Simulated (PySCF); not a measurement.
H₄FNO₂Si, SMILES N[Si](O)(O)F at its PBE0/def2-SVP optimised geometry (Å):

```
9

N     -0.5437     1.3728     0.0000
Si    -0.1248    -0.2746     0.0000
O     -0.6639    -1.1086    -1.3154
O     -0.6948    -1.0956     1.3029
F      1.4956    -0.2746     0.0000
H      0.1291     2.0474     0.3440
H     -1.4956     1.6693     0.1771
H     -0.4556    -0.7242    -2.1716
H     -0.7779    -2.0474     1.1902
```

Level of theory: PBE0/def2-TZVP run with PySCF.

Map of the electron localisation function on the plane z = 0.8 Å:

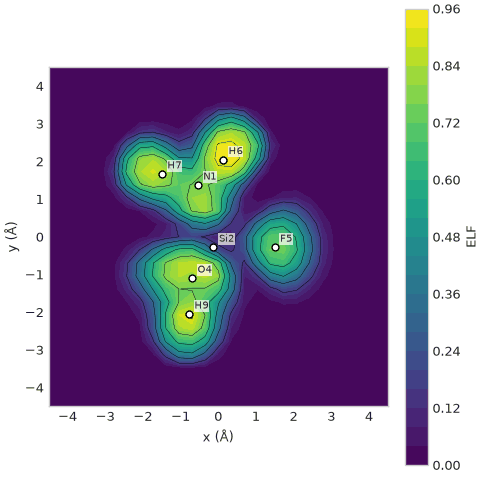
*Electron localisation function on the plane z = 0.8 Å.*
